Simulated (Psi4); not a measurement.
# Run report: InH2F, excited-state calculation

The run: excited-state calculation of InH2F. Method and program: CIS/def2-TZVP, RHF, core potentials def2 (Psi4 1.11).

The geometry comes from this level: PBE0-D4/def2-TZVP.

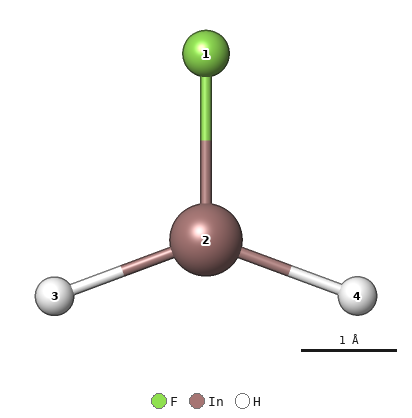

Fig. 1: The structure (ball-and-stick view, seen on its broad side; atoms are numbered from 1 in the order of the input). Sticks mark near contacts.

**Summary**

- outcome: converged
- total energy: −289.864556 hartree
- basis functions: 93
- HOMO of the SCF reference: −11.90 eV
- LUMO of the SCF reference: 0.46 eV
- lowest excitation: 6.55 eV
- hardware: 1 thread of Intel Xeon @ 2.50GHz (Skylake/Cascade Lake), 16 GiB of memory available, shared host
- wall time: 13 s
- peak memory: 0.34 GiB

**The input (calc.py)**
```python
import psi4

psi4.set_memory('1600 MB')
psi4.set_num_threads(1)
psi4.set_output_file('output.dat', False)

mol = psi4.geometry("""
F     -3.08365509    -1.18939362     0.35640235
In     0.36736276     0.09883268    -0.04969980
H      2.46476978    -1.82377468     1.45112069
H      0.35640235     2.80038514    -1.79599571
units au
symmetry c1
""")

psi4.set_options({
    'basis': 'def2-TZVP',
    'scf_type': 'pk',
    'save_jk': True,
})

from psi4.driver.procrouting.response.scf_response import tdscf_excitations
e, wfn = psi4.energy('hf', molecule=mol, return_wfn=True)
states = tdscf_excitations(wfn, states=4, tda=True)
for k, s in enumerate(states, 1):
    print(f"root {k}: {s['EXCITATION ENERGY'] * 27.211386:.4f} eV  f = {s['OSCILLATOR STRENGTH (LEN)']:.4f}  {s['SYMMETRY']}")
print('E =', round(e, 9))
```

Launched with:
```bash
python calc.py
```

**Output**
```
Psi4 1.11 release

   => Loading Basis Set <=

    Name: DEF2-TZVP
    Role: ORBITAL
    Keyword: BASIS

    !!!  WARNING: ECP capability is in beta. Please check occupations closely.  !!!

         ---------------------------------------------------------
                                   SCF
                              RHF Reference
                        1 Threads,   1525 MiB Core
         ---------------------------------------------------------

  ==> Geometry <==

    Molecular point group: c1
    Full point group: C1

    Geometry (in Bohr), charge = 0, multiplicity = 1:

       Center              X                  Y                   Z               Mass
    ------------   -----------------  -----------------  -----------------  -----------------
         F           -2.984110692285    -1.113935815348     0.351157993715    18.998403162730
         IN           0.466907157715     0.174290484652    -0.054944156285   114.903878776000
         H            2.564314177715    -1.748316875348     1.445876333715     1.007825032230
         H            0.455946747715     2.875842944652    -1.801240066285     1.007825032230

  Running in c1 symmetry.

  Rotational constants: A =      3.28454  B =      0.26256  C =      0.24312 [cm^-1]
  Rotational constants: A =  98467.88501  B =   7871.21322  C =   7288.58652 [MHz]
  Nuclear repulsion =   67.384355893747824

  Charge       = 0
  Multiplicity = 1
  Electrons    = 32
  Nalpha       = 16
  Nbeta        = 16

  ==> Algorithm <==

  SCF Algorithm Type is PK.
  DIIS enabled.
  MOM disabled.
  Fractional occupation disabled.
  Guess Type is SAD.
  Energy threshold   = 1.00e-06
  Density threshold  = 1.00e-06
  Integral threshold = 1.00e-12

  ==> Primary Basis <==

  Basis Set: DEF2-TZVP
    Blend: DEF2-TZVP
    Number of shells: 35
    Number of basis functions: 93
    Number of Cartesian functions: 107
    Spherical Harmonics?: true
    Max angular momentum: 3

  Core potential: DEF2-TZVP
    Number of shells: 4
    Number of ECP primitives: 18
    Number of ECP core electrons: 28
    Max angular momentum: 3

  ==> Integral Setup <==

  Using in-core PK algorithm.
   Calculation information:
      Number of atoms:                   4
      Number of AO shells:              35
      Number of primitives:             61
      Number of atomic orbitals:       107
      Number of basis functions:        93

      Integral cutoff                 1.00e-12
      Number of threads:                 1

  Performing in-core PK
  Using 19110012 doubles for integral storage.
  We computed 186811 shell quartets total.
  Whereas there are 198765 unique shell quartets.

  ==> DiskJK: Disk-Based J/K Matrices <==

    J tasked:                  Yes
    K tasked:                  Yes
    wK tasked:                  No
    Memory [MiB]:             1144
    Schwarz Cutoff:          1E-12

  Minimum eigenvalue in the overlap matrix is 2.7784310474E-03.
  Reciprocal condition number of the overlap matrix is 6.5371207977E-04.
    Using symmetric orthogonalization.

  ==> Pre-Iterations <==

  SCF Guess: Superposition of Atomic Densities via on-the-fly atomic UHF (no occupation information).

   -------------------------
    Irrep   Nso     Nmo
   -------------------------
     A         93      93
   -------------------------
    Total      93      93
   -------------------------

  ==> Iterations <==

                        Total Energy        Delta E     RMS |[F,P]|

   @RHF iter SAD:  -288.30047506499534   -2.88300e+02   0.00000e+00
   @RHF iter   1:  -289.77814937368294   -1.47767e+00   5.44051e-03 DIIS/ADIIS
   @RHF iter   2:  -289.82887575916419   -5.07264e-02   3.98459e-03 DIIS/ADIIS
   @RHF iter   3:  -289.86422810153016   -3.53523e-02   3.01516e-04 DIIS/ADIIS
   @RHF iter   4:  -289.86450607866135   -2.77977e-04   1.07671e-04 DIIS/ADIIS
   @RHF iter   5:  -289.86455204040863   -4.59617e-05   1.79744e-05 DIIS
   @RHF iter   6:  -289.86455555677890   -3.51637e-06   5.05599e-06 DIIS
   @RHF iter   7:  -289.86455585999124   -3.03212e-07   1.59045e-06 DIIS
   @RHF iter   8:  -289.86455588807121   -2.80800e-08   4.21358e-07 DIIS
  Energy and wave function converged.

  ==> Post-Iterations <==

    Orbital Energies [Eh]
    ---------------------

    Doubly Occupied:

       1A    -26.193366     2A     -5.404618     3A     -3.667366
       4A     -3.657779     5A     -3.656598     6A     -1.467495
       7A     -1.055010     8A     -1.050674     9A     -1.046752
      10A     -1.043226    11A     -1.043059    12A     -0.609719
      13A     -0.560816    14A     -0.553209    15A     -0.499688
      16A     -0.437483

    Virtual:

      17A      0.016965    18A      0.065445    19A      0.097564
      20A      0.102316    21A      0.142664    22A      0.187349
      23A      0.243680    24A      0.248685    25A      0.256070
      26A      0.291200    27A      0.312954    28A      0.353713
      29A      0.405559    30A      0.494338    31A      0.496200
      32A      0.667804    33A      0.698287    34A      0.728165
      35A      0.783203    36A      0.820216    37A      0.848285
      38A      0.854279    39A      0.859059    40A      0.968114
      41A      0.984707    42A      0.992995    43A      1.035121
      44A      1.077470    45A      1.147957    46A      1.158537
      47A      1.229554    48A      1.263713    49A      1.291967
      50A      1.423295    51A      1.910452    52A      1.941829
      53A      2.004334    54A      2.060550    55A      2.291477
      56A      2.295364    57A      2.323546    58A      2.381528
      59A      2.458925    60A      2.470821    61A      2.488154
      62A      2.494644    63A      2.511150    64A      2.558573
      65A      2.577176    66A      2.639417    67A      2.836939
      68A      2.951083    69A      3.037436    70A      3.091675
      71A      3.524916    72A      3.775850    73A      3.798636
      74A      4.087913    75A      4.454881    76A      7.476887
      77A      7.480292    78A      7.482941    79A      7.483356
      80A      7.484437    81A      7.495078    82A      7.500023
      83A      8.969394    84A      8.975197    85A      9.096248
      86A      9.131958    87A      9.367855    88A     38.438176
      89A     39.332644    90A     39.584255    91A     39.623530
      92A     58.652589    93A    125.647522

    Final Occupation by Irrep:
              A
    DOCC [    16 ]
    NA   [    16 ]
    NB   [    16 ]

  @RHF Final Energy:  -289.86455588807121

   => Energetics <=

    Nuclear Repulsion Energy =             67.3843558937478235
    One-Electron Energy =                -610.6040579250848168
    Two-Electron Energy =                 253.3551461432657561
    Total Energy =                       -289.8645558880712088

Computation Completed

Properties will be evaluated at   0.000000,   0.000000,   0.000000 [a0]

Properties computed using the SCF density matrix

 Multipole Moments:

 ------------------------------------------------------------------------------------
     Multipole            Electronic (a.u.)      Nuclear  (a.u.)        Total (a.u.)
 ------------------------------------------------------------------------------------

 L = 1.  Multiply by 2.5417464519 to convert [e a0] to [Debye]
 Dipole X            :         15.2719540          -14.0316850            1.2402690
 Dipole Y            :          5.7007354           -5.2377961            0.4629393
 Dipole Z            :         -1.7971910            1.6512309           -0.1459601
 Magnitude           :                                                    1.3318725

 ------------------------------------------------------------------------------------

	total time  =          4 seconds =       0.07 minutes

******************************************************************************************
**********                               WARNING                                **********
**********       The names of excited state variables changed between 1.5       **********
**********     and 1.6. For a quick solution, remove the symmetry specifier     **********
**********   from the variable name. For full details, see 'Notes on Psivars'   **********
**********                        in the documentation.                         **********
******************************************************************************************

         ---------------------------------------------------------
                         TDSCF excitation energies
         ---------------------------------------------------------

  ==> Options <==

     Residual threshold  : 1.0000e-04
     Initial guess       : denominators
     Reference           : RHF
     Solver type         : TDA (Davidson)

  ==> Requested Excitations <==

      4 singlet states with A symmetry

  ==> Seeking the lowest 4 singlet states with A symmetry

                         Generalized Davidson Solver

  ==> Options <==

    Max number of iterations        = 60
    Eigenvector tolerance           = 1.0000e-04
    Max number of expansion vectors = 800

  => Iterations <=
                           Max[D[value]]     Max[|R|]   # vectors
  DavidsonSolver iter   1:   3.59045e-01  9.78292e-02     16
  DavidsonSolver iter   2:   1.08711e-02  3.86203e-02     20
  DavidsonSolver iter   3:   1.11177e-03  1.09627e-02     24
  DavidsonSolver iter   4:   1.70031e-04  5.61204e-03     28
  DavidsonSolver iter   5:   2.60370e-05  2.10167e-03     32
  DavidsonSolver iter   6:   2.78191e-06  6.22331e-04     35
  DavidsonSolver iter   7:   1.73341e-07  1.69038e-04     38
  DavidsonSolver iter   8:   8.10359e-09  8.12865e-05     40      Converged

******************************************************************************************
**********                               WARNING                                **********
**********  Length-gauge rotatory strengths are **NOT** gauge-origin invariant  **********
******************************************************************************************

                                    Excitation Energy         Total Energy        Oscillator Strength             Rotatory Strength
     #   Sym: GS->ES (Trans)        au              eV              au          au (length)    au (velocity)    au (length)    au (velocity)
    ---- -------------------- --------------- --------------- --------------- --------------- --------------- --------------- ---------------
     1        A->A (1 A)       0.24078         6.55184        -289.62378       0.0000          0.0000         -0.0000          0.0000
     2        A->A (1 A)       0.31188         8.48671        -289.55268       0.0052          0.0270         -0.0000         -0.0000
     3        A->A (1 A)       0.31221         8.49556        -289.55235       0.2144          0.0390          0.0000          0.0000
     4        A->A (1 A)       0.34897         9.49609        -289.51558       1.1144          0.6791          0.0000          0.0000

Contributing excitations
Only contributions with abs(coeff) > 1.00e-01 will be printed:

Excited State    1 (1 A):   0.24078 au   189.24 nm f = 0.0000
  Sums of squares: Xssq =  1.000000e+00
     16a  ->  17a    -0.946414 (89.570%)
     16a  ->  21a    -0.306678 ( 9.405%)

Excited State    2 (1 A):   0.31188 au   146.09 nm f = 0.0052
  Sums of squares: Xssq =  1.000000e+00
     13a  ->  18a    -0.103179 ( 1.065%)
     13a  ->  20a    -0.100648 ( 1.013%)
     16a  ->  18a    -0.902176 (81.392%)
     16a  ->  20a    -0.125829 ( 1.583%)
     16a  ->  22a    -0.300823 ( 9.049%)
     16a  ->  25a     0.177547 ( 3.152%)

Excited State    3 (1 A):   0.31221 au   145.94 nm f = 0.2144
  Sums of squares: Xssq =  1.000000e+00
     15a  ->  17a     0.943983 (89.110%)
     15a  ->  21a     0.276524 ( 7.647%)

Excited State    4 (1 A):   0.34897 au   130.56 nm f = 1.1144
  Sums of squares: Xssq =  1.000000e+00
     15a  ->  19a     0.132220 ( 1.748%)
     15a  ->  28a     0.100885 ( 1.018%)
     16a  ->  20a     0.946775 (89.638%)
     16a  ->  22a    -0.208293 ( 4.339%)

******************************************************************************************
**********                               WARNING                                **********
**********       The names of excited state variables changed between 1.5       **********
**********     and 1.6. For a quick solution, remove the symmetry specifier     **********
**********   from the variable name. For full details, see 'Notes on Psivars'   **********
**********                        in the documentation.                         **********
******************************************************************************************
```

**Standard output**
```
root 1: 6.5518 eV  f = 0.0000  A
root 2: 8.4867 eV  f = 0.0052  A
root 3: 8.4956 eV  f = 0.2144  A
root 4: 9.4961 eV  f = 1.1144  A
E = -289.864555888
```

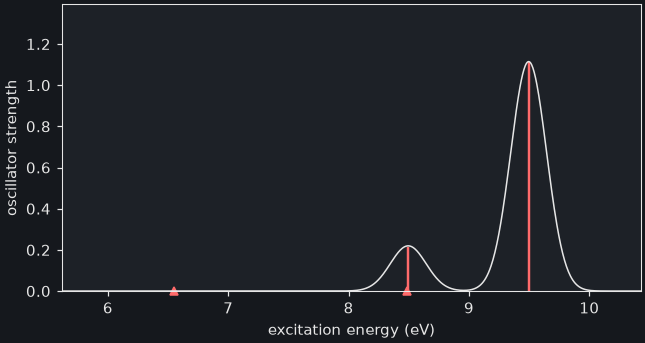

Fig. 2: Computed excitations as sticks (degenerate states added up, dark ones marked on the axis), with a Gaussian envelope of 0.35 eV full width at half maximum, scaled to the tallest. Of the 4 states the lowest lies at 6.55 eV (f = 0.000); the strongest line is at 9.50 eV, or 131 nm (f = 1.114).

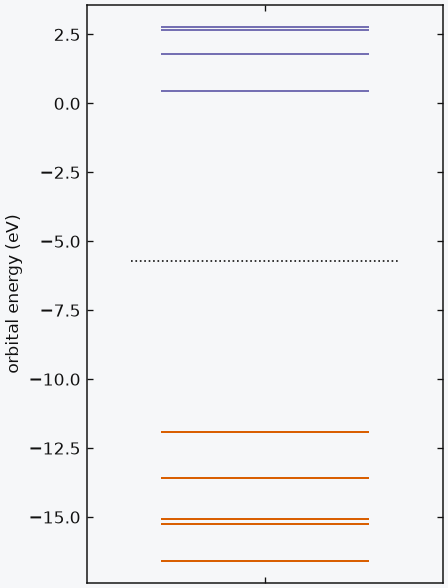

Fig. 3: Orbital energies near the frontier (SCF reference); the dotted line parts filled from empty levels, and levels within 0.02 eV of each other stand side by side. Highest filled −11.90 eV, lowest empty 0.46 eV, 12.36 eV apart.
